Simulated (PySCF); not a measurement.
# C3H6N2O2Si (SMILES COc1nnc([SiH3])o1): what the fields show

```xyz
14

C     3.0156    0.4441    0.5350
O     1.7517    0.7750    1.0941
C     0.7302    0.2059    0.4870
N     0.7434   -0.6089   -0.5184
N    -0.5516   -0.9194   -0.7596
C    -1.2810   -0.2883    0.0936
Si   -3.1513   -0.2986    0.2606
O    -0.5072    0.4645    0.9371
H     3.1455   -0.6390    0.4991
H     3.7555    0.9005    1.1882
H     3.0993    0.8432   -0.4777
H    -3.5984   -1.6793    0.1080
H    -3.7034    0.5687   -0.7801
H    -3.4489    0.2313    1.5908
```

Geometry: GFN2-xTB.

Theory: PySCF 2.14.0, PBE0/pcSseg-1, SCF density, gas phase, non-relativistic.

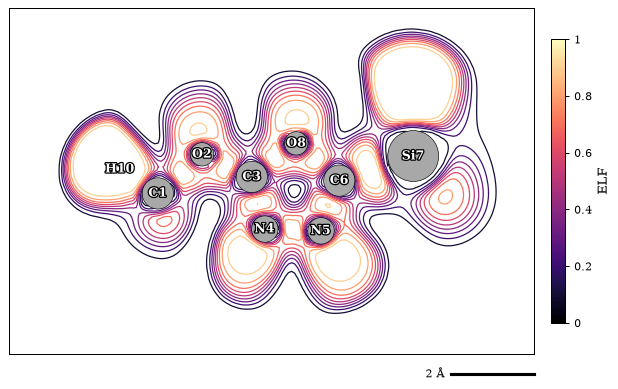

Figure 1. Electron localisation function on the plane of atoms N4, C3 and O8. Grey discs cover the atomic cores.

What does the map show?

- Atoms in the plane: C, O, N, Si and H.
- C–N (1.29 Å): the ELF peaks at about 0.90 between the atoms (a covalent bond).
- C–O (1.32 Å): the ELF peaks at about 0.90 between the atoms (a shared but strongly polarised pair).
- N–N (1.35 Å): the ELF peaks at about 0.90 between the atoms; localised, covalent bonding.
- C–Si (1.88 Å): the ELF peaks at about 1 between the atoms (a covalent bond).
- C–H (1.09 Å): the ELF climbs to about 1 towards the hydrogen, as it does in any bond to H; an ordinary covalent bond to hydrogen.
- The ELF also peaks beside N5, N4, O2 and O8, away from the bonds: lone-pair regions.

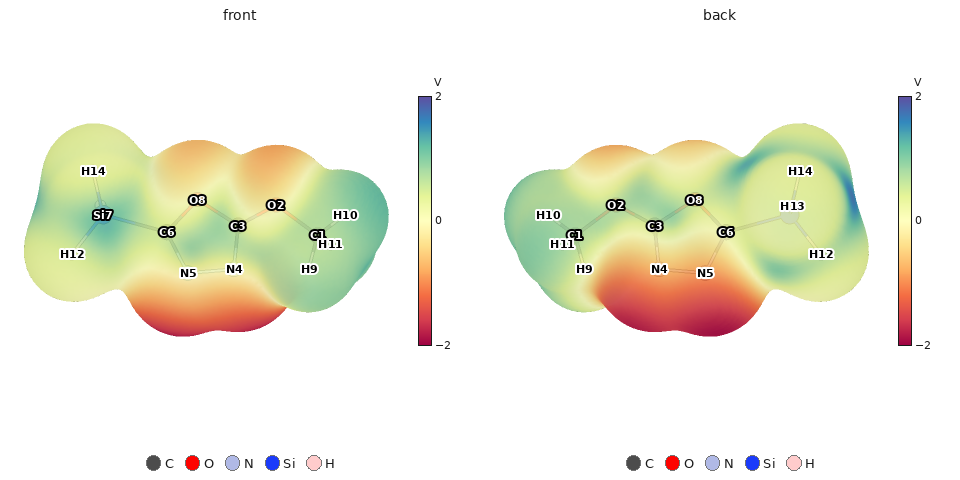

Figure 2. The electrostatic potential painted on the density surface at 0.002 e/bohr³, seen from the front and from behind; red is negative and blue positive.

Describe the electrostatic potential map.

The most negative region (about −1.9 V) lies over N5, the most positive (about +1.6 V) over Si7. N5 is the likeliest acceptor of a hydrogen bond.
